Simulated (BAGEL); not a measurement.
**CH5AlOSi (SMILES [CH2]1O[SiH2][AlH]1): a chain of runs**

Aim: a single-point energy (HF/def2-SV(P)), then the energy (NEVPT2(2,2)/def2-SV(P)), then a single-point energy (CASPT2(2,2)/def2-SV(P)) of CH5AlOSi. 

The results are computed with BAGEL 1.2.2.

2 further runs of the same task are left out: 2 set aside as unsound or not needed.

## (1) The system as given

The species is CH5AlOSi (9 atoms), meant as a singlet with charge 0. SMILES: `[CH2]1O[SiH2][AlH]1`. Geometry: relaxed at PBE0-D4/def2-TZVP.

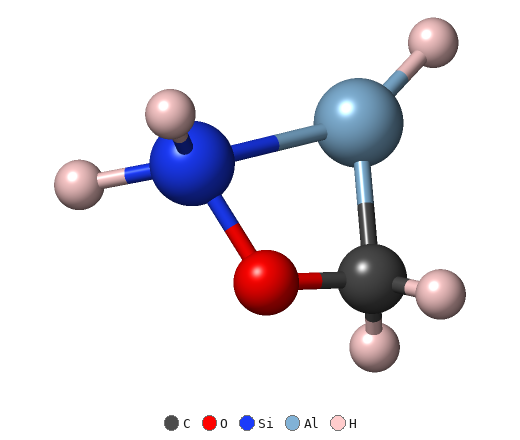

Viewed from a chosen angle; carbon dark grey, oxygen red, silicon blue, aluminium light blue, hydrogen pink.

## (2) A single-point energy at HF/def2-SV(P) (density fitting with svp-jkfit) (run 1)

Input file input.json:

```json
{ "bagel": [

{
  "title": "molecule",
  "basis": "def2-sv_p_.json",
  "df_basis": "svp-jkfit",
  "angstrom": false,
  "geometry": [
    { "atom": "C", "xyz": [    -0.58562802,     1.93224496,    -1.23493602 ] },
    { "atom": "O", "xyz": [     1.17370701,    -0.04025117,    -1.93300085 ] },
    { "atom": "Si", "xyz": [     1.45092983,    -2.31283580,     0.25662481 ] },
    { "atom": "Al", "xyz": [    -1.62289869,     0.52780051,     2.11857196 ] },
    { "atom": "H", "xyz": [    -2.06018131,     2.07416339,    -2.68360007 ] },
    { "atom": "H", "xyz": [     0.40307669,     3.75299608,    -1.21509390 ] },
    { "atom": "H", "xyz": [     4.11525658,    -2.52902047,     1.16218157 ] },
    { "atom": "H", "xyz": [     0.79821843,    -4.83883271,    -0.81881833 ] },
    { "atom": "H", "xyz": [    -3.50563282,     1.34624089,     4.31556755 ] }
  ]
},

{
  "title": "hf"
},

{
  "title": "print",
  "file": "orbitals.molden",
  "orbitals": true
}

]}
```

The basis set def2-SV(P) is read from a file made from the Basis Set Exchange's data (not shown).

The run is started by

```sh
BAGEL_NUM_THREADS=1 BAGEL input.json > input.out
```

Log:

```text
* using 1 threads per process

  ===============================================================
  ===============================================================

  *** Geometry ***

  { "atom" : "C", "xyz" : [     -0.585628,      1.932245,     -1.234936 ] },
  { "atom" : "O", "xyz" : [      1.173707,     -0.040251,     -1.933001 ] },
  { "atom" : "Si", "xyz" : [      1.450930,     -2.312836,      0.256625 ] },
[... 5 lines of this table left out ...]
  { "atom" : "H", "xyz" : [     -3.505633,      1.346241,      4.315568 ] },

  Number of auxiliary basis functions:      498

  Since a DF basis is specified, we compute 2- and 3-index integrals:
    o Being stored without compression. Storage requirement is 0.022 GB

  Number of basis functions:       74
  Number of electrons      :       46

    * METHOD: MOLECULE                             0.20

  *** RHF ***

  === Nuclear Repulsion ===
   199.2225392958

      * DIIS with orbital gradients will be used.

  === RHF iteration (def2-sv_p_.json) ===
      0       -646.00994829          0.01818038           0.06
      1       -646.11753876          0.01352801           0.06
      2       -646.19044322          0.00172311           0.06
[... 10 lines of this table left out ...]
     13       -646.19295118          0.00000000           0.06
    * SCF iteration converged.

    * Permanent dipole moment:
           (    0.676942,    -0.295769,    -0.799903) a.u.

    * METHOD: HF                                   1.01

    * METHOD: PRINT                                0.01

  ===============================================================
```

It took 1.4 s on 1 thread of Arm Neoverse V2, shared host; peak memory 0.15 GiB.

## (3) A single-point energy at NEVPT2(2,2)/def2-SV(P) (density fitting with svp-jkfit) (run 2)

Input file nevpt2.json:

```json
{ "bagel": [

{
  "title": "molecule",
  "basis": "def2-sv_p_.json",
  "df_basis": "svp-jkfit",
  "angstrom": false,
  "geometry": [
    { "atom": "C", "xyz": [    -0.58562802,     1.93224496,    -1.23493602 ] },
    { "atom": "O", "xyz": [     1.17370701,    -0.04025117,    -1.93300085 ] },
    { "atom": "Si", "xyz": [     1.45092983,    -2.31283580,     0.25662481 ] },
    { "atom": "Al", "xyz": [    -1.62289869,     0.52780051,     2.11857196 ] },
    { "atom": "H", "xyz": [    -2.06018131,     2.07416339,    -2.68360007 ] },
    { "atom": "H", "xyz": [     0.40307669,     3.75299608,    -1.21509390 ] },
    { "atom": "H", "xyz": [     4.11525658,    -2.52902047,     1.16218157 ] },
    { "atom": "H", "xyz": [     0.79821843,    -4.83883271,    -0.81881833 ] },
    { "atom": "H", "xyz": [    -3.50563282,     1.34624089,     4.31556755 ] }
  ]
},

{ "title": "hf" },

{ "title": "casscf", "nstate": 1, "nact": 2, "nclosed": 22, "active": [20, 28], "maxiter": 200, "natocc": true },

{ "title": "nevpt2", "nstate": 1, "nact": 2, "nclosed": 22, "active": [20, 28], "maxiter": 200, "natocc": true, "ncore": 12 },

{ "title": "print", "file": "orbitals.molden", "orbitals": true }

]}
```

The basis set def2-SV(P) is read from a file made from the Basis Set Exchange's data (not shown).

The run is started by

```sh
BAGEL_NUM_THREADS=1 BAGEL nevpt2.json > nevpt2.out
```

Log:

```text
* using 1 threads per process

  ===============================================================
  ===============================================================

  *** Geometry ***

  { "atom" : "C", "xyz" : [     -0.585628,      1.932245,     -1.234936 ] },
  { "atom" : "O", "xyz" : [      1.173707,     -0.040251,     -1.933001 ] },
  { "atom" : "Si", "xyz" : [      1.450930,     -2.312836,      0.256625 ] },
[... 5 lines of this table left out ...]
  { "atom" : "H", "xyz" : [     -3.505633,      1.346241,      4.315568 ] },

[... 23 lines left out ...]
    * SCF iteration converged.
[... 1 line left out ...]
    * Permanent dipole moment:
[... 27 lines left out ...]
    * Second-order optimization converged. *
[... 9 lines left out ...]
     * ci vector, state   0, <S^2> = 0.0000
[... 3 lines left out ...]
    * METHOD: CASSCF                               4.87

    * freezing 12 orbitals

  === DF-NEVPT2 calculation ===

    * 3-index integral transformation done
    * assembly done

      NEVPT2 correlation energy:   -0.4229430165      0.09

          (+0)     -0.3962447957
          (+0)'    -0.0031958924
          (+1)     -0.0063953964
          (+1)'    -0.0000000000
          (+2)     -0.0001670009
          (-1)     -0.0129201544
          (-1)'     0.0000000000
          (-2)     -0.0040197767

      NEVPT2 total energy:       -646.6296476276

    * METHOD: NEVPT2                               0.20

    * METHOD: PRINT                                0.01

  ===============================================================
```

It took 6.6 s on 1 thread of Arm Neoverse V2, shared host; peak memory 0.15 GiB.

## (4) A single-point energy at CASPT2(2,2)/def2-SV(P) (density fitting with svp-jkfit) (run 3)

Input file input.json:

```json
{ "bagel": [

{
  "title": "molecule",
  "basis": "def2-sv_p_.json",
  "df_basis": "svp-jkfit",
  "geometry": [
    { "atom": "C", "xyz": [ -0.58562802,  1.93224496, -1.23493602 ] },
    { "atom": "O", "xyz": [  1.17370701, -0.04025117, -1.93300085 ] },
    { "atom": "Si", "xyz": [  1.45092983, -2.31283580,  0.25662481 ] },
    { "atom": "Al", "xyz": [ -1.62289869,  0.52780051,  2.11857196 ] },
    { "atom": "H", "xyz": [ -2.06018131,  2.07416339, -2.68360007 ] },
    { "atom": "H", "xyz": [  0.40307669,  3.75299608, -1.21509390 ] },
    { "atom": "H", "xyz": [  4.11525658, -2.52902047,  1.16218157 ] },
    { "atom": "H", "xyz": [  0.79821843, -4.83883271, -0.81881833 ] },
    { "atom": "H", "xyz": [ -3.50563282,  1.34624089,  4.31556755 ] }
  ]
},
{ "title": "hf" },
{ "title": "casscf", "nstate": 1, "nact": 2, "nclosed": 22, "active": [20, 28], "maxiter": 200, "natocc": true },
{ "title": "print", "file": "orbitals.molden", "orbitals": true },
{ "title": "smith", "method": "caspt2", "ms": true, "xms": true, "sssr": true, "shift": 0.2, "shift_imag": true, "ncore": 12 }

]}
```

The basis set def2-SV(P) is read from a file made from the Basis Set Exchange's data (not shown).

The run is started by

```sh
BAGEL_NUM_THREADS=1 BAGEL input.json > input.out
```

Log:

```text
* using 1 threads per process

  ===============================================================
  ===============================================================

  *** Geometry ***

  { "atom" : "C", "xyz" : [     -0.585628,      1.932245,     -1.234936 ] },
  { "atom" : "O", "xyz" : [      1.173707,     -0.040251,     -1.933001 ] },
  { "atom" : "Si", "xyz" : [      1.450930,     -2.312836,      0.256625 ] },
[... 5 lines of this table left out ...]
  { "atom" : "H", "xyz" : [     -3.505633,      1.346241,      4.315568 ] },

[... 25 lines left out ...]
    * Permanent dipole moment:
[... 37 lines left out ...]
     * ci vector, state   0, <S^2> = 0.0000
[... 21 lines left out ...]
       #      aibj      arbs      arbi      airj      risj      airs      arst      rist         Etot      error   time
[... 10 lines left out ...]
      ------------------------------------------------------------------------------------------------------------------

    * CASPT2 energy : state  0     -646.6342444494
        w/o shift correction       -646.6315650369
        reference weight              0.8672950598

    * METHOD: SMITH                                0.42

  ===============================================================
```

Run time: 6.9 s. Hardware: 1 thread of Arm Neoverse V2, shared host; peak memory 0.15 GiB.

## (5) Outcome

```
                                   quantity          value
         run 1, HF/def2-SV(P): total energy  -646.19295 Eh
        run 1, HF/def2-SV(P): dipole moment         2.77 D
          run 1, HF/def2-SV(P): HOMO energy       -9.47 eV
          run 1, HF/def2-SV(P): LUMO energy        0.77 eV
        run 1, HF/def2-SV(P): HOMO–LUMO gap       10.25 eV
run 2, NEVPT2(2,2)/def2-SV(P): total energy  -646.62965 Eh
run 3, CASPT2(2,2)/def2-SV(P): total energy  -646.63424 Eh
```
